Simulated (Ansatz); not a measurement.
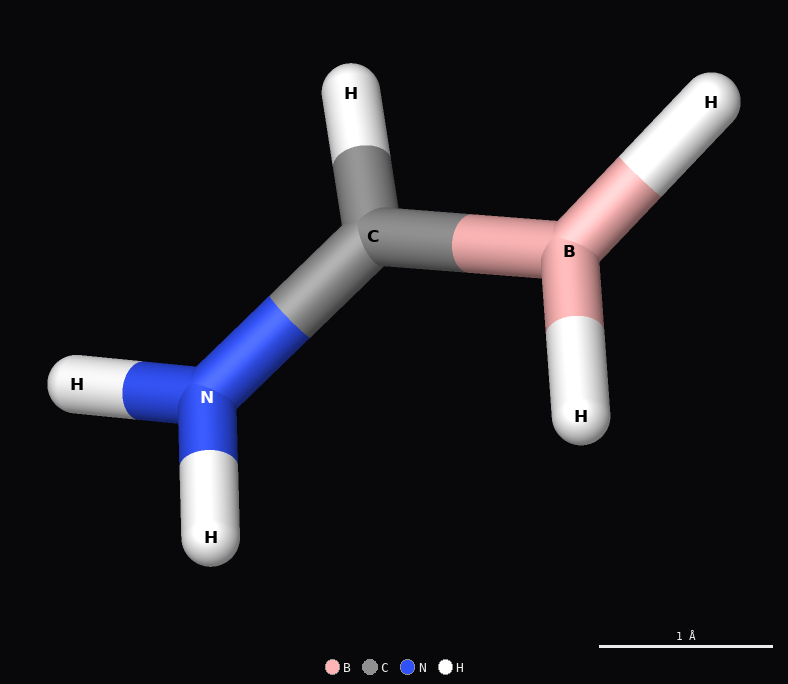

Stick drawing of a structure. Every bond is drawn as one stick, whatever its order.

The species is neutral and a spin doublet.

Identify the structure.

The molecule is CH5BN. SMILES: `B[CH]N`. It has no ring. Among its groups: B–H bond. The point group is Cs. It is an open-shell species. All atoms lie on one plane. Coordination: 1 B trigonal planar; 1 C trigonal planar; 1 N trigonal planar.

More results for the same structure follow; atom numbers are the same in all pictures, views and colours differ. The computed structure is the end point of a PBE0-D4/def2-TZVP optimisation. No frequency run is at hand to confirm it as a minimum.

## Electronic properties

No frequency run is at hand to confirm it as a minimum. Level of theory: UKS PBE-D4/def2-TZVPP (Ansatz 0.2.0).

Give the dispersion correction at this level.

−9.1 kJ/mol.

Estimate the ⟨S²⟩ of the determinant.

0.752.

## Charges

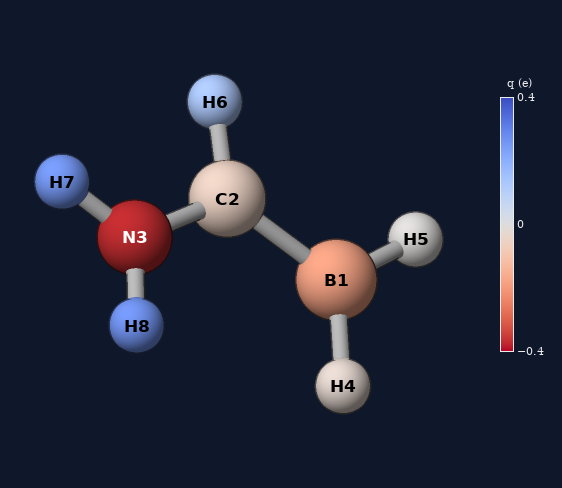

Atoms are coloured by their Mulliken charges. No frequency run is at hand to confirm it as a minimum. Method: UKS PBE0-D4/def2-TZVP (Ansatz 0.2.0).

Which atom carries the highest charge (most positive or least negative)?

H7, H8 (0.25 e).

And the lowest?

N3 (−0.37 e).

List the Mulliken charges.

```tsv
atom	value (e)
B1	−0.18
C2	−0.05
N3	−0.37
H4	−0.03
H5	−0.01
H6	0.12
H7	0.25
H8	0.25
```

## Dipole moment

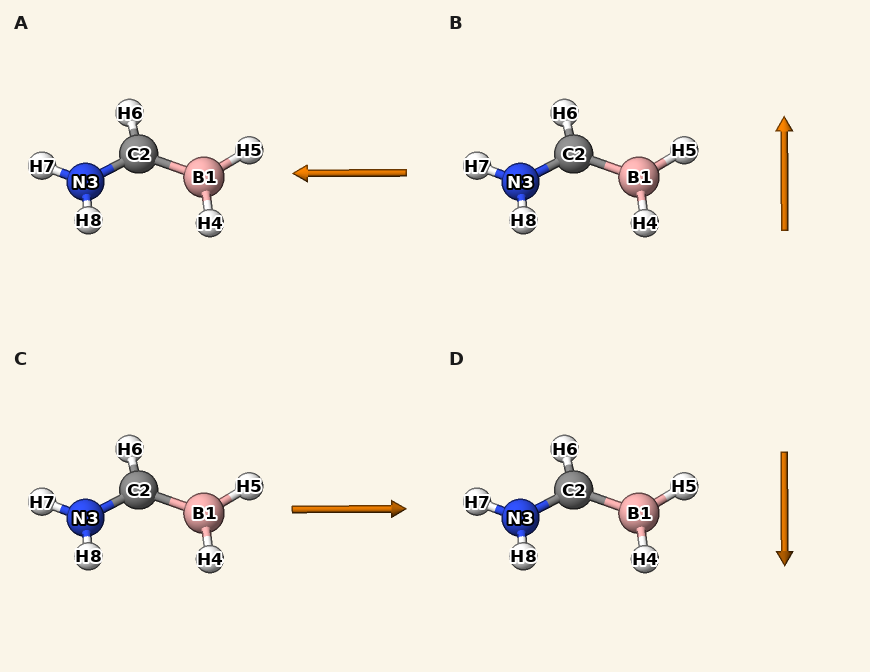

The same molecule four times, each with an arrow. No frequency run is at hand to confirm it as a minimum. Properties computed with UKS PBE0-D4/def2-TZVP (Ansatz 0.2.0).

Which arrow points along the dipole moment, from the negative to the positive end?

A. The dipole moment is 3.74 D; it points from the side of H5 to the side of H7 (the outermost atoms at the two ends).

Mulliken values depend strongly on the basis set and can even reverse the polarity of a bond.
